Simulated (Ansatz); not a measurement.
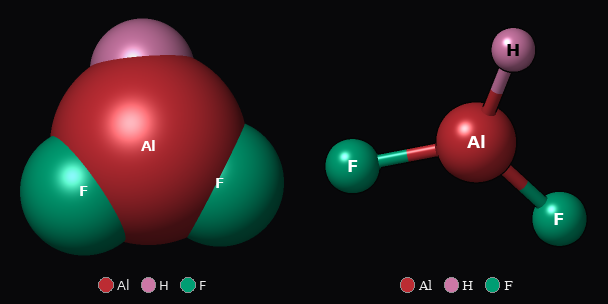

Both panels show the same species.

The computed structure is the end point of a PBE0-D4/def2-TZVP optimisation.

Identify the structure.

Formula AlF₂H. This geometry has C2v symmetry. All atoms lie on one plane. Coordination: 1 Al trigonal planar.

The parts below concern this one geometry. Atoms keep their numbers from picture to picture.

### Shape

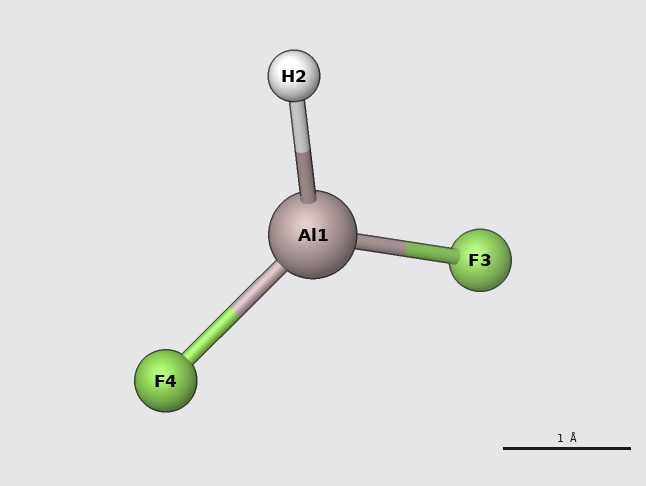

Atoms carry their numbers in the input.

Give the bond lengths.

```tsv
bond	length (Å)
Al1–H2	1.559
Al1–F3	1.639
Al1–F4	1.639
```

### Electronic properties

Properties computed with RKS PBE0-D4/def2-TZVPP (Ansatz 0.2.0).

**Estimate the HOMO energy (Kohn–Sham orbital).**

−10.12 eV.

**Give the HOMO–LUMO gap at this level.**

9.25 eV.

### Thermal motion

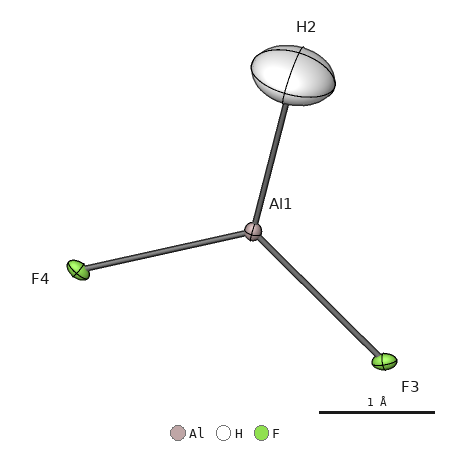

Displacement ellipsoids at the 50 % level, enlarged 1.5 times, from the internal vibrations of the free molecule (harmonic, no overall translation or rotation; no half-axis is drawn under 0.075 Å). Vibrations computed with RKS PBE0-D4/def2-TZVP (Ansatz 0.2.0). Temperature: 298 K.

**Which atom moves most?**

H2, with U_eq = 0.0217 Å².

**Does H2 move more along its bond or across it?**

Across it: the root-mean-square amplitude is 0.097 Å along the bond and up to 0.172 Å across, since bending and torsion are softer than stretching.

Give the displacement parameters, one line for each set of equivalent atoms.

```csv
atom,U_eq (Å²),rms amplitudes (Å)
Al1,0.00072,"0.018, 0.019, 0.038"
H2,0.0217,"0.097, 0.162, 0.172"
"F3, F4",0.00098,"0.008, 0.023, 0.048"
```

### Dipole moment

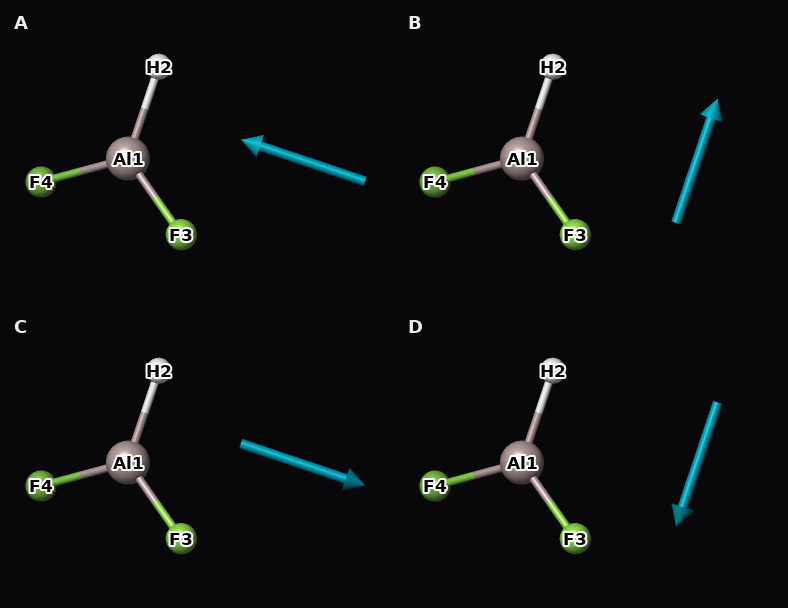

The same molecule four times, each with an arrow. Method: RKS PBE0-D4/def2-TZVP (Ansatz 0.2.0).

**Which arrow points along the dipole moment, from the negative to the positive end?**

B. The dipole moment is 1.36 D; it points from the side of F3, F4 to the side of H2 (the outermost atoms at the two ends).

### Vibrations

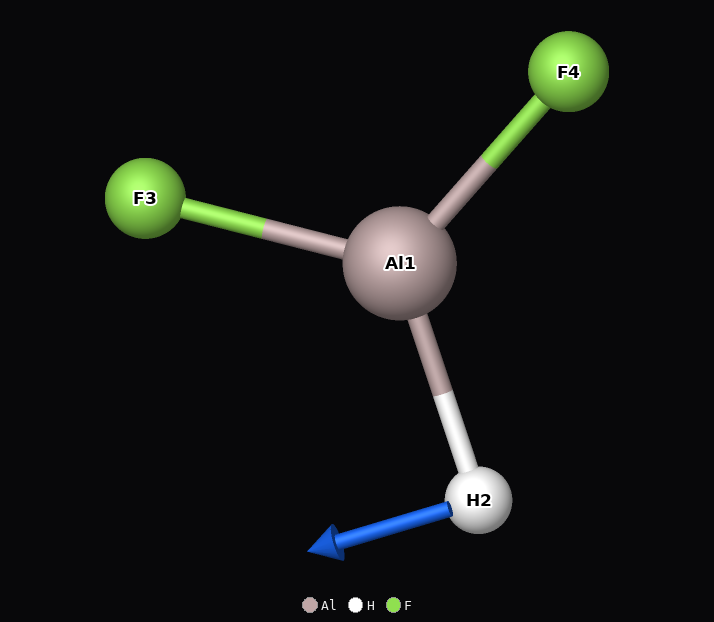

The arrows show one normal mode. Harmonic vibrations computed with RKS PBE0-D4/def2-TZVP (Ansatz 0.2.0) at a stationary point of the same level.

**What kind of motion is it?**

Mostly F–Al–H bending.

**At what wavenumber does it lie?**

651 cm⁻¹; it is mode 3 of 6 counted from the lowest.
